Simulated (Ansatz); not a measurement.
```cif
data_structure
_symmetry_space_group_name_H-M 'P 1'
_symmetry_Int_Tables_number 1
_cell_length_a 6.5190
_cell_length_b 6.5328
_cell_length_c 6.5409
_cell_angle_alpha 109.286
_cell_angle_beta 109.232
_cell_angle_gamma 109.622
_cell_volume 215.16
loop_
_atom_site_label
_atom_site_type_symbol
_atom_site_fract_x
_atom_site_fract_y
_atom_site_fract_z
_atom_site_occupancy
Cu1 Cu 0.99809 0.74772 0.25387 1
Cu2 Cu 0.74790 0.00053 0.25674 1
Cu3 Cu 0.50252 0.23949 0.25799 1
Cu4 Cu 0.74511 0.74815 0.48647 1
Cu5 Cu 0.26306 0.52518 0.25984 1
Cu6 Cu 0.49834 0.99979 0.50055 1
Cu7 Cu 0.99536 0.23893 0.73745 1
Cu8 Cu 0.24637 0.23871 0.50473 1
Cu9 Cu 0.24184 0.99799 0.73832 1
Cu10 Cu 0.49483 0.49846 0.01066 1
Ag1 Ag 0.01867 0.02481 0.01809 1
Ag2 Ag 0.73875 0.25066 0.99410 1
Os1 Os 0.00776 0.50823 0.51804 1
Os2 Os 0.74692 0.51243 0.73920 1
Os3 Os 0.48840 0.71980 0.74396 1
Os4 Os 0.24584 0.73633 0.98596 1
```

Space group P1; a generated structure, not necessarily the stable one; computed without spin polarisation.

Level of theory: Ansatz 0.2.0, DFT PBE, scalar-relativistic, plane waves, PAW.

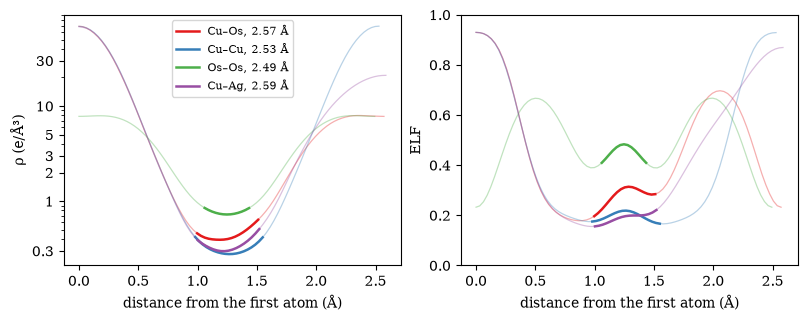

Cu5AgOs2. Valence electron density and electron localisation function along straight lines between neighbouring atoms. Thin, pale parts lie inside the atomic spheres.

In a PAW calculation such maps are meaningful between the atoms, not at the nuclei.

### What can be read from the curves?

Cu–Os (2.57 Å): ρ is about 0.41 e/Å³ halfway; the ELF is about 0.30 at the midpoint.
Cu–Cu (2.53 Å): ρ at the midpoint is about 0.28 e/Å³; the ELF is about 0.20 at the midpoint: no shared electron pair shows on this line.
Os–Os (2.49 Å): ρ at the midpoint is about 0.73 e/Å³; the ELF is about 0.50 at the midpoint.
Cu–Ag (2.59 Å): ρ is about 0.31 e/Å³ halfway; the ELF is about 0.20 at the midpoint (no shared electron pair shows on this line).
